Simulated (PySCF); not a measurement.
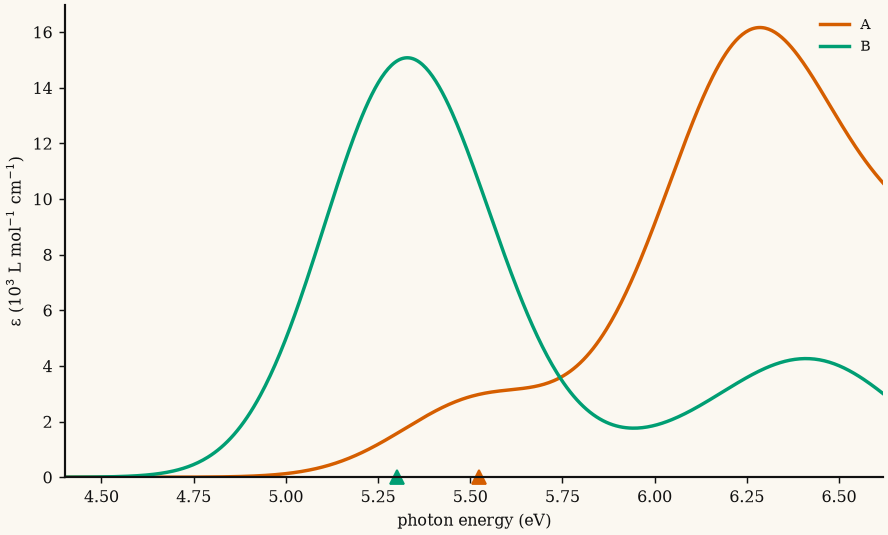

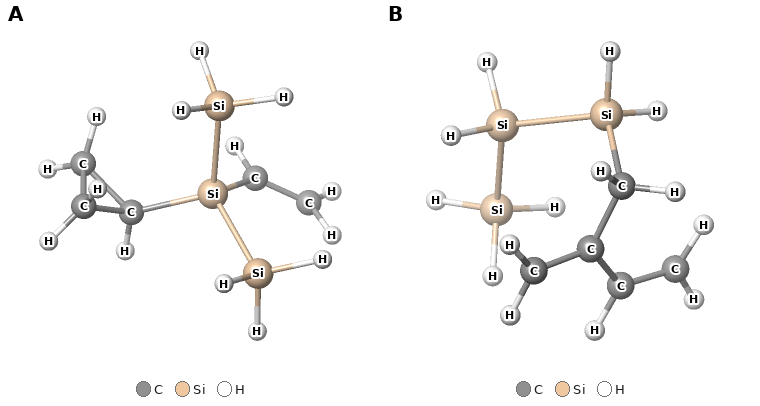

Related molecules: A is C₅H₁₄Si₃, SMILES C=C[Si]([SiH3])([SiH3])C1CC1; B is C₅H₁₄Si₃, SMILES C=CC(=C)C[SiH2][SiH2][SiH3]. Vertical TDDFT absorption, B3LYP/def2-SVPD with PySCF 2.14.0, at a PBE0-D3(BJ)/def2-SVP geometry (no frequency check); Gaussians of 1/e half-width 0.30 eV, triangles mark S1, and the range ends where the computed states of one molecule run out.

How does the lowest singlet move?

Answer. A: 5.52 eV (f = 0.050, mainly HOMO → LUMO (83 %)); B: 5.30 eV (f = 0.246, mainly HOMO → LUMO (84 %)). From A to B it shifts 0.22 eV to the red.

And the brightest state of each within the range drawn?

Answer. A: S4 at 6.28 eV, f = 0.12; B: S1 at 5.30 eV, f = 0.25.

Limits of at least one run: core orbitals are frozen in the response; one conformer of a flexible molecule.
